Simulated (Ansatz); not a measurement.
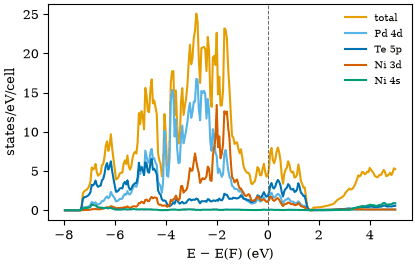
Fig. 1. Total and projected density of states of NiTe$_{2}$Pd$_{2}$ in space group Ibam (No. 72; Ni on 4a, Te on 8j, Pd on 8j), plane-wave PAW r²SCAN (Ansatz code)

Q: Which orbitals carry the states next to the Fermi level?

A: Within 0.5 eV of the Fermi level: Te 5p 42 %, Pd 4d 27 %, Ni 3d 24 %. Projections are on Löwdin-orthogonalised atomic valence shells; empty p or d shells of many metals are not among them.

Q: Where is the tallest occupied peak in this window, and what makes it?

A: Near -2.8 eV, about 25 states/eV per cell; the largest projected share is Pd 4d.

The first step of the workflow began from a Materials Project structure, measured or hypothetical; the Crystallography Open Database copy checked does not list it. Its standing as an ambient phase is unchecked. The cell was relaxed with r²SCAN under the symmetry of its start; its stability against distortions is not shown here. No spin polarisation was allowed. Spin–orbit coupling is left out wherever it is not named.

Potentials: the later of the program's two PAW sets.
